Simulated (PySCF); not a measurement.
Vertical excitations of a molecule C₅H₇FO from TDA-CAM-B3LYP/def2-SVPD run with PySCF, as energy in eV (oscillator strength): 5.79 (0.008), 6.34 (0.045), 6.88 (0.008), 7.07 (0.094), 7.57 (0.332), 7.68 (0.000). Lowest triplet (TDA): 4.17 eV. The structure is a stationary point at B3LYP-D3(BJ)/def2-SVP. The values are those of a single conformer.

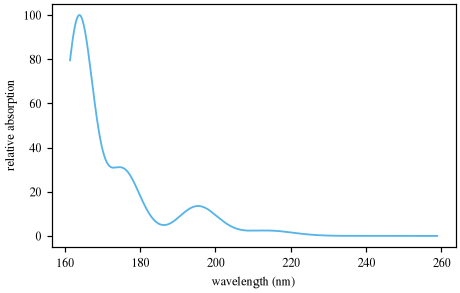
The lines broadened by 0.4 eV.

**Question.** Which structure fits?
A) C[C@@H]1OCC=C1F
B) C=C(F)CCC=O
C) C[C@H]1CO/C1=C\F
D) CO[C@H]1C=C[C@@H]1F

**Answer.** C, C[C@H]1CO/C1=C\F
